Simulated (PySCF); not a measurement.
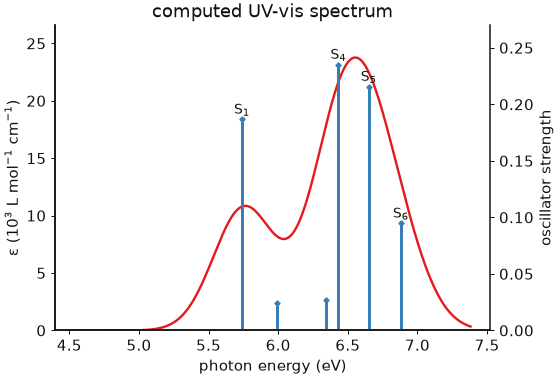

Computed absorption of C₆H₁₃As, SMILES C=C(C[AsH2])CCC. Vertical TDDFT excitations, PBE0/def2-SVPD (IEF-PCM chloroform) with PySCF, at a PBE0-D3(BJ)/def2-SVP geometry (no frequency check). Only the first 6 singlet excitations are included; each is broadened by a Gaussian of 1/e half-width 0.30 eV. Sticks give oscillator strengths (right axis).

> Where is the lowest singlet, and is it bright?

S1 lies at 5.74 eV (216 nm) with f = 0.187, mainly HOMO → LUMO (86 %); it is bright.

> Does any vertical transition fall in the visible?

No singlet lies below 3.1 eV (beyond 400 nm), so at this level no vertical transition falls in the visible.

> List the transitions behind the spectrum.

| state | E (eV) | λ (nm) | f | main character |
| --- | --- | --- | --- | --- |
| S1 | 5.74 | 216 | 0.187 | HOMO → LUMO (86 %) |
| S2 | 5.99 | 207 | 0.024 | HOMO → LUMO+1 (90 %) |
| S3 | 6.35 | 195 | 0.027 | HOMO → LUMO+2 (68 %) |
| S4 | 6.43 | 193 | 0.235 | HOMO−1 → LUMO (49 %) |
| S5 | 6.65 | 186 | 0.216 | HOMO−1 → LUMO+1 (74 %) |
| S6 | 6.88 | 180 | 0.095 | HOMO → LUMO+3 (57 %) |

Note: states above the negative HOMO energy depend on the basis; one conformer of a flexible molecule; core orbitals are frozen in the response.
